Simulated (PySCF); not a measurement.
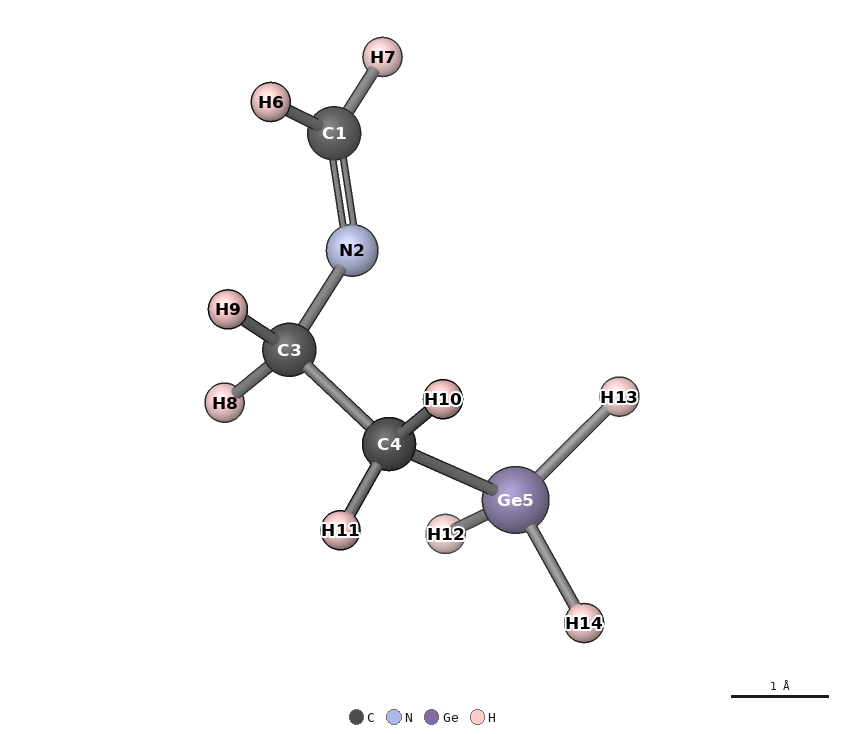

Orthographic view. Distant atoms are faded towards the background colour. The computed structure is the end point of a PBE0-D3(BJ)/def2-SVP optimisation. No frequency run is at hand to confirm it as a minimum.

Write the connection table.

C1: N2, H6, H7
N2: C1, C3
C3: N2, C4, H8, H9
C4: C3, Ge5, H10, H11
Ge5: C4, H12, H13, H14
(terminal hydrogens appear only as neighbours)
